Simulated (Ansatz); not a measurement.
**AlBSiH5: single-point calculation**

System: AlBSiH5, multiplicity 2.
Method: UKS PBE0-D4/def2-TZVPP (Ansatz 0.2.0).

The geometry comes from this level: PBE0-D4/def2-TZVP.

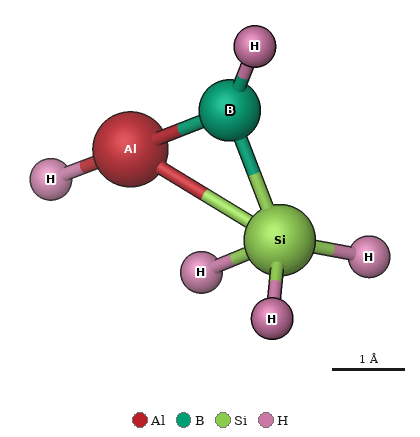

*The structure as given in the input (ball-and-stick view, seen at a tilt). Sticks mark near contacts.*

**Input file**
```yaml
crystal:
  periodic: [false, false, false]
  atoms:
    - {symbol: Al, position_ang: [-0.862360, 0.684764, -0.067901]}
    - {symbol: B, position_ang: [1.073524, 0.641667, 0.379633]}
    - {symbol: Si, position_ang: [0.771629, -1.309685, 0.440042]}
    - {symbol: H, position_ang: [1.294936, -2.225823, -0.616658]}
    - {symbol: H, position_ang: [-2.402349, 0.734995, -0.424987]}
    - {symbol: H, position_ang: [2.025071, 1.328729, 0.552517]}
    - {symbol: H, position_ang: [-0.767166, -1.294952, 0.085613]}
    - {symbol: H, position_ang: [0.757052, -2.070106, 1.725080]}
basis:
  gaussian: {orbitals: def2-TZVPP}
magnetization: {spin_polarized: true, initial_magnetization: 1}
hamiltonian: {xc: pbe0, dispersion: d4}
output: {orbitals: {seedname: orbitals}}
```

Machine: 2 threads of Intel Xeon @ 2.50GHz, 11 GiB of memory available, shared host.

Run as:
```bash
ansatz run in.yaml --threads 2 --pin off --events-out ev --progress --plain --max-ram 4352MiB
```

**What the program printed**
```
Functional definition: PBE0
  name "PBE0"
  cite "Adamo & Barone, J. Chem. Phys. 110, 6158 (1999) doi:10.1063/1.478522"
  cite "Perdew, Burke & Ernzerhof, Phys. Rev. Lett. 77, 3865 (1996) doi:10.1103/PhysRevLett.77.3865"
  parent pbe
  parameter a = 0.25
  parameter kappa = 0.804
  parameter beta = 0.06672455060314922
  exchange = (1 - a)*pbe_x(kappa = kappa, mu = beta*pi^2/3) + a*exact_x
  correlation = pbe_c(beta = beta)
1055 factors; their error is unknown
mean field evaluation 1: about -15218.9490 eV, gradient 2.4e1 eV
mean field evaluation 2: about -15214.4919 eV, gradient 3.2e1 eV
mean field evaluation 4: about -15223.0044 eV, gradient 1.1e0 eV
mean field evaluation 8: about -15223.0362 eV, gradient 3.2e-2 eV
mean field evaluation 16: about -15223.0363 eV, gradient 9.4e-5 eV
mean field -15223.03626444 eV, -559.4362641736 hartree, gradient 3.2e-5 eV, S^2 0.754615; 0 other end points of the search recorded, 0 dependent functions left out
reference -15223.03630027 eV, -559.4362654903 hartree; 19, 18 occupied and 166, 167 virtual orbitals, 1055 factors
Total energy: -15223.16452398 eV, -559.4409776248 hartree
```

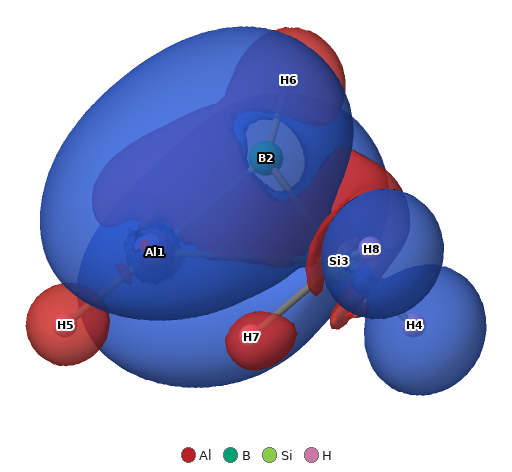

*Isosurfaces of the spin density at +0.003 (blue) and −0.003 e/Å³ (red), seen at a tilt.*

The unpaired spin (1 electron) lies mostly on B2 (about 0.4), Al1 (about 0.4) and Si3 (about 0.1), in electrons by Hirshfeld's partition.

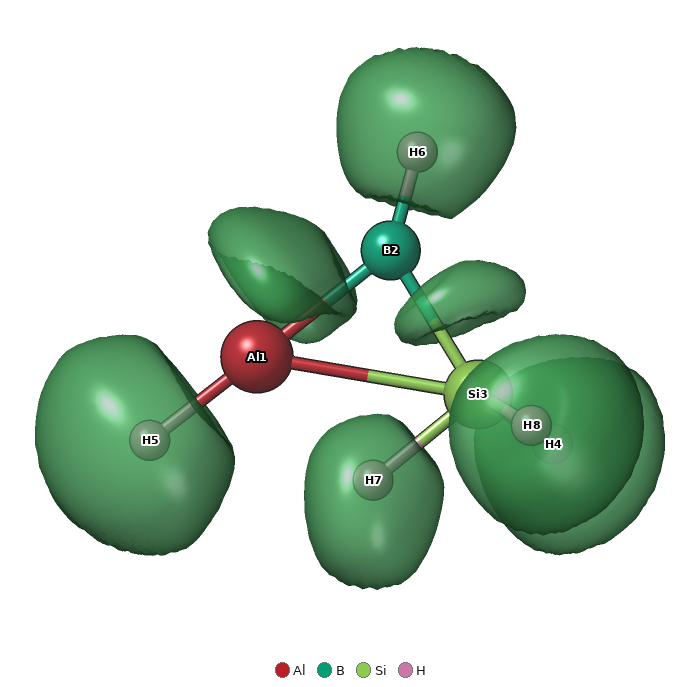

*Isosurface of the electron localisation function at 0.8 (green), seen face on. Core shells and regions of very low density are left out.*

Al–B (1.99 Å): the ELF peaks at about 0.90 between the atoms, which marks a shared electron pair.

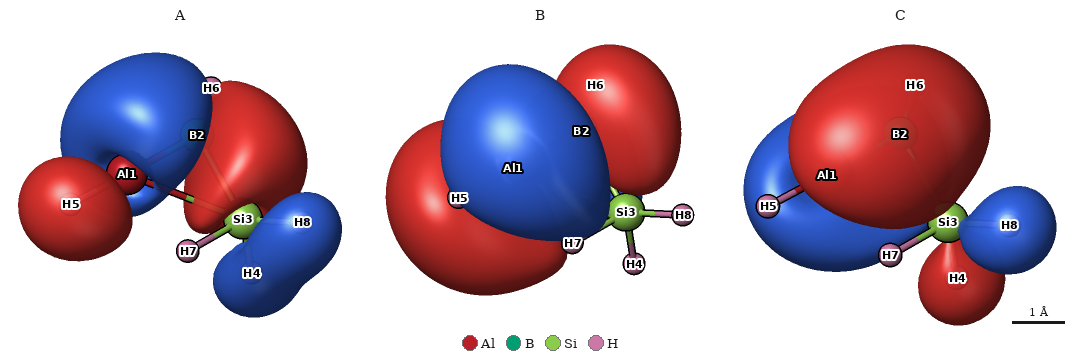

*Three frontier orbitals at ±0.06 Å⁻³ᐟ² (red and blue are the two phases).*

A is the HOMO−1 (α) (−7.02 eV). It lies mainly on B2 (35 %), Al1 (25 %) and Si3 (20 %). C is the HOMO (α) (−5.73 eV). B is the LUMO (α) (−1.13 eV). It lies mainly on Al1 (55 %), B2 (20 %) and Si3 (10 %); π-antibonding (π*) across Al1–B2. The HOMO–LUMO gap is 4.60 eV between the orbital energies.

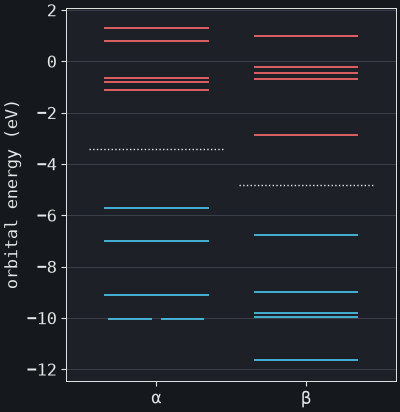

*Orbital energies near the frontier for α and β spins; the dotted line parts filled from empty levels, and levels within 0.02 eV of each other stand side by side.*

α: highest filled −5.73 eV, lowest empty −1.13 eV, 4.60 eV apart; β: highest filled −6.79 eV, lowest empty −2.89 eV, 3.90 eV apart.

**Summary**

```csv
quantity,value
outcome,converged
total energy,−15223.1645 eV
mean-field energy,−15223.0363 eV
dispersion energy,−0.1282 eV
⟨S²⟩,0.755
SCF solution under orbital rotations,stable
HOMO (either spin),−5.73 eV
LUMO (either spin),−2.89 eV
wall time,8 s (CPU time 15 s)
peak memory,0.47 GiB
```
